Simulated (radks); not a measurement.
The calculation used the in-house radial solver radks at this level: scalar-relativistic Kohn-Sham, BLYP, spin-unpolarised, spherical densities, point nucleus. The occupation of the 2s shell is varied from N⁴⁺ ([He] 2s1) to N³⁺ ([He] 2s2), with spherical fractional occupations. Wanted, and plotted below: the total energy less the straight line between the end points, and the eigenvalue of 2s (the dashed line is minus the energy to take the whole electron out).

The curve is convex (below the straight line), with the largest deviation among the points computed, −2.45 eV, at 0.5. The end points differ by 77.8 eV, the energy to take the electron out. The eigenvalue, which is the slope of the energy (Janak's theorem), moves from −87.6 eV at 0 to −68.1 eV at 1; for a straight line it would stay constant, and a parabola would sag by an eighth of this change, scaled to a whole electron, 2.44 eV. Convexity is the delocalisation error: fractional charges are too low in energy.

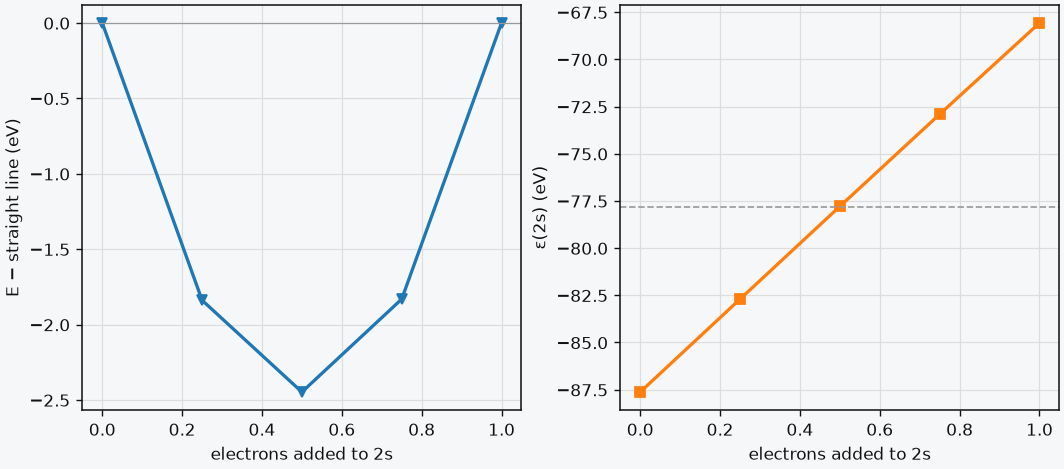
